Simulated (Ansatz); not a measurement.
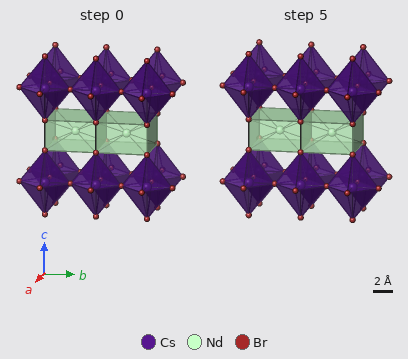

The structure of solid CsNdBr4 (a generated structure, set up in P4/mmm) before (left) and after (right) a relaxation, at one scale.

A polyhedral model of the cell of the calculation, repeated 1 × 2 × 1 with one cell outlined, seen slightly off an axis.

The calculation used Ansatz 0.2.0, DFT PBE, scalar-relativistic, plane waves, PAW; 4f electrons in the core of a trivalent norm-conserving potential. (plane-wave cutoff 660 eV; k-point mesh 8 × 8 × 4; occupations gaussian; smearing width 0.1 eV; no spin polarisation; cell and atoms relaxed; force threshold 0.01 eV/Å; at most 80 steps)

### What changed between the two?

After 4 accepted moves (5 points after the start) the energy has fallen by 5.4 meV per atom. Largest force component: 0.0035 eV/Å at the start, 0.0003 eV/Å at the end. Pressure: 0.57 GPa at the start and 0.00 GPa at the end. At 1 point the geometry stayed and the basis and grid were re-selected for the new cell (energy shift of less than 0.05 meV per atom at most each time). The largest moves relative to the cell, 0.012 Å, are those of Br atoms. Nd and Cs stay in place. Cell: a = b 5.657 → 5.761 Å (+1.8 %), c 10.485 → 10.692 Å (+2.0 %). Volume +5.8 %. Near-neighbour distances that change, for instance: Br–Cs 3.560 → 3.643 Å, Br–Nd 4.339 → 4.415 Å, Br–Cs 2.828 → 2.880 Å. The space group stays P4/mmm (No. 123). Cost: 7.8 min on 1 thread of Arm Neoverse V1 (shared host), peak memory 1.1 GiB.
